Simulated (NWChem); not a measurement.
# One shape, several levels: doublet [CH4S2]+

Aim: a comparison of 3 runs (UBHLYP/aug-cc-pVDZ, UB3LYP/aug-cc-pVDZ, UM06-2X/aug-cc-pVDZ) of doublet [CH4S2]+. 

The results are computed with NWChem 7.3.0.

### 1 The system as given

The species is [CH4S2]+ (7 atoms), meant as a doublet with charge +1. As SMILES of the parent species, `CSS`. The coordinates come from a PBE0-D4/def2-TZVP relaxation. This is one conformer, not always the lowest. That shape belongs to the parent species and isn't relaxed for this state.

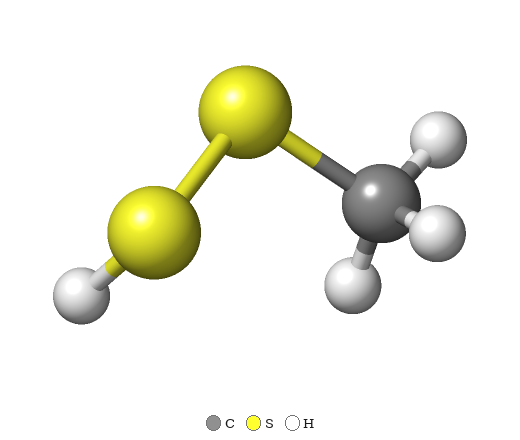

The structure, seen from a chosen angle (carbon grey, sulfur yellow, hydrogen white).

### 2 A single-point energy at UBHLYP/aug-cc-pVDZ (run 1)

Contents of ch4s2.xyz:

```xyz
7

C     -0.757700     0.531000    -0.254500
S      0.410700     0.313400     1.100600
S      1.938900    -0.712100     0.227800
H     -1.170500    -0.425600    -0.574100
H     -0.285300     1.039300    -1.094100
H     -1.562500     1.156200     0.139800
H      1.487600    -1.970200     0.408600
```

Contents of run.py:

```python
from ase.io import read
from ase.calculators.nwchem import NWChem

system = read('ch4s2.xyz')

calc = NWChem(
    label='ch4s2',
    theory='dft',
    memory='2200 mb',
    basis='aug-cc-pVDZ',
    basispar='spherical bse',
    charge=1,
    dft={'xc': 'bhlyp', 'mult': '2', 'grid': 'fine', 'convergence': 'energy 1e-08', 'iterations': '100', 'mulliken': None, 'print': 'low'},
    task='energy',
)
system.calc = calc

print(f"energy = {system.get_potential_energy():.6f} eV")
```

On the command line:

```
export ASE_NWCHEM_COMMAND="nwchem PREFIX.nwi > PREFIX.nwo"
python run.py
```

Standard output:

```text
energy = -22763.290662 eV
```

The calculator wrote ch4s2.nwi:

```
title "ch4s2"

permanent_dir ch4s2

scratch_dir ch4s2

start ch4s2

geometry units angstrom nocenter noautosym noautoz
  C  -7.5770000000000004e-01 5.3100000000000003e-01 -2.5450000000000000e-01
  S  4.1070000000000001e-01 3.1340000000000001e-01 1.1006000000000000e+00
  S  1.9389000000000001e+00 -7.1209999999999996e-01 2.2780000000000000e-01
  H  -1.1705000000000001e+00 -4.2559999999999998e-01 -5.7410000000000005e-01
  H  -2.8530000000000000e-01 1.0392999999999999e+00 -1.0941000000000001e+00
  H  -1.5625000000000000e+00 1.1561999999999999e+00 1.3980000000000001e-01
  H  1.4876000000000000e+00 -1.9702000000000000e+00 4.0860000000000002e-01
end

charge 1

memory 2200 mb

basis spherical bse noprint
   * library aug-cc-pVDZ
end

dft
  xc bhlyp
  mult 2
  grid fine
  convergence energy 1e-08
  iterations 100
  mulliken
  print low
end

task dft energy
```

ch4s2.nwo:

```text
Northwest Computational Chemistry Package (NWChem) 7.3.0
             --------------------------------------------------------

           Job information
           ---------------

    nwchem branch   = 7.3.0
    use scalapack   = T
    input           = ch4s2.nwi
    prefix          = ch4s2.
    data base       = ch4s2/ch4s2.db
    status          = startup
    nproc           =        1

           Memory information
           ------------------

[... 5 lines left out ...]
    hardfail = no
[... 40 lines left out ...]
            Nuclear Dipole moment (a.u.)
[... 104 lines left out ...]
         Total DFT energy =     -836.535509112961
[... 1 line left out ...]
           Coulomb energy =      512.564940611581
[... 1 line left out ...]
 Nuclear repulsion energy =      150.145623306126
[... 61 lines left out ...]
     --------------------------
     Expectation value of S2:
     --------------------------
      <S2> =      0.7570 (Exact =     0.7500)

 Task  times  cpu:      239.5s     wall:      239.5s
 Total times  cpu:      239.5s     wall:      239.5s
```

It took 4 min on 1 thread of AMD EPYC, shared host; peak memory 0.12 GiB.

### 3 The energy at UB3LYP/aug-cc-pVDZ (run 2)

Contents of ch4s2.nw:

```
start ch4s2
title "CH4S2"
memory 2200 mb
charge 1

geometry units angstroms noautosym nocenter noautoz
 C       -0.757700       0.531000      -0.254500
 S        0.410700       0.313400       1.100600
 S        1.938900      -0.712100       0.227800
 H       -1.170500      -0.425600      -0.574100
 H       -0.285300       1.039300      -1.094100
 H       -1.562500       1.156200       0.139800
 H        1.487600      -1.970200       0.408600
end

basis "ao basis" spherical bse
 * library aug-cc-pVDZ
end

dft
 xc b3lyp
 mult 2
 grid fine
 convergence energy 1e-08
 iterations 100
 mulliken
end

task dft energy
```

On the command line:

```
nwchem ch4s2.nw > ch4s2.out
```

Standard output:

```text
[...]
          Wavefunction type:  spin polarized.
          No. of atoms     :     7
          No. of electrons :    41
[...]
          Charge           :     1
          Spin multiplicity:     2
[...]
          AO basis - number of functions:   113
[...]
              XC Information
              --------------
                         B3LYP Method XC Potential
                     Hartree-Fock (Exact) Exchange  0.200
                        Slater Exchange Functional  0.800 local
                    Becke 1988 Exchange Functional  0.720 non-local
              Lee-Yang-Parr Correlation Functional  0.810
                  VWN I RPA Correlation Functional  0.190 local
[...]
 d= 0,ls=0.0,diis     1   -836.5262595543 -9.87D+02  6.33D-03  2.45D-01    19.9
[...]
 d= 0,ls=0.0,diis    15   -836.6028095709 -8.91D-09  3.83D-07  1.40D-10   231.0
[...]
         Total DFT energy =     -836.602809570913
      One electron energy =    -1441.353858316431
           Coulomb energy =      512.618990624293
    Exchange-Corr. energy =      -58.013565184901
 Nuclear repulsion energy =      150.145623306126
[...]
      Total Density - Mulliken Population Analysis
     ---------------------------------------------
    Atom       Charge   Shell Charges
 -----------   ------   -------------------------------------------------------
    1 C    6     5.35   2.02  0.68  0.33  0.08  2.12  0.24 -0.04  0.04 -0.11
    2 S   16    15.55   2.00  2.05  1.00  0.89 -0.08  6.01  2.22  1.31 -0.00  0.13  0.03
    3 S   16    15.82   2.00  2.05  0.97  0.86  0.02  6.01  2.34  1.50  0.01  0.08 -0.01
    4 H    1     1.16   0.74  0.41  0.01  0.03 -0.04
    5 H    1     1.13   0.74  0.39  0.01  0.03 -0.04
    6 H    1     1.16   0.75  0.41  0.01  0.03 -0.03
    7 H    1     0.83   0.67  0.11  0.01  0.03  0.00
[...]
      <S2> =      0.7541 (Exact =     0.7500)
[...]
```

It took 3.9 min on 1 thread of AMD EPYC, shared host; peak memory 0.12 GiB.

### 4 A single-point energy at UM06-2X/aug-cc-pVDZ (run 3)

Contents of mol.nw:

```
START mol
memory total 2200 mb
charge 1

GEOMETRY units angstroms noautosym nocenter noautoz
 C    -0.757700    0.531000   -0.254500
 S     0.410700    0.313400    1.100600
 S     1.938900   -0.712100    0.227800
 H    -1.170500   -0.425600   -0.574100
 H    -0.285300    1.039300   -1.094100
 H    -1.562500    1.156200    0.139800
 H     1.487600   -1.970200    0.408600
END

BASIS "ao basis" spherical bse
 * library aug-cc-pVDZ
END

DFT
 xc m06-2x
 mult 2
 grid fine
 convergence energy 1e-08
 maxiter 100
 mulliken
 noprint "final vectors analysis"
END

TASK dft energy
```

On the command line:

```
nwchem mol.nw > mol.out
```

Standard output:

```text
[...]
          Wavefunction type:  spin polarized.
          No. of atoms     :     7
          No. of electrons :    41
[...]
          Charge           :     1
          Spin multiplicity:     2
[...]
          AO basis - number of functions:   113
[...]
              XC Information
              --------------
                       M06-2X Method XC Functional
                     Hartree-Fock (Exact) Exchange  0.540
                        M06-2X Exchange Functional  1.000
                      M06-2X Correlation Potential  1.000
[...]
 d= 0,ls=0.0,diis     1   -836.4255593591 -9.87D+02  5.06D-03  1.78D-01    21.9
[...]
 d= 0,ls=0.0,diis    17   -836.4945677296 -4.25D-10  5.66D-08  4.49D-12   300.3
[...]
         Total DFT energy =     -836.494567729554
      One electron energy =    -1441.375764540416
           Coulomb energy =      512.663711379480
    Exchange-Corr. energy =      -57.928137874744
 Nuclear repulsion energy =      150.145623306126
[...]
      Total Density - Mulliken Population Analysis
     ---------------------------------------------
    Atom       Charge   Shell Charges
 -----------   ------   -------------------------------------------------------
    1 C    6     5.47   2.02  0.67  0.32  0.07  2.09  0.40 -0.03  0.03 -0.11
    2 S   16    15.53   2.00  2.04  1.01  0.86 -0.09  6.00  2.18  1.38  0.00  0.12  0.04
    3 S   16    15.83   2.00  2.04  0.97  0.83  0.00  6.00  2.32  1.59  0.01  0.08 -0.01
    4 H    1     1.13   0.74  0.39  0.01  0.03 -0.04
    5 H    1     1.11   0.73  0.37  0.01  0.03 -0.04
    6 H    1     1.12   0.74  0.37  0.01  0.03 -0.03
    7 H    1     0.81   0.66  0.10  0.01  0.03  0.01
[...]
      <S2> =      0.7540 (Exact =     0.7500)
[...]
```

Wall time 5 min (1 thread of AMD EPYC, shared host); peak memory 0.12 GiB.

### 5 All runs side by side

```tsv
run	level	energy (Eh)	⟨S²⟩	wall time
1	UBHLYP/aug-cc-pVDZ	-836.535509	0.757	4 min
2	UB3LYP/aug-cc-pVDZ	-836.602810	0.754	3.9 min
3	UM06-2X/aug-cc-pVDZ	-836.494568	0.754	5 min
```

### 6 Summary of results

| quantity | value |
| --- | --- |
| run 3: total energy | -836.49457 Eh |
| run 3: ⟨S²⟩ | 0.754 |

In words: Totals of different functionals can't be ranked against each other. All runs together took 13 min, the longest 5 min.
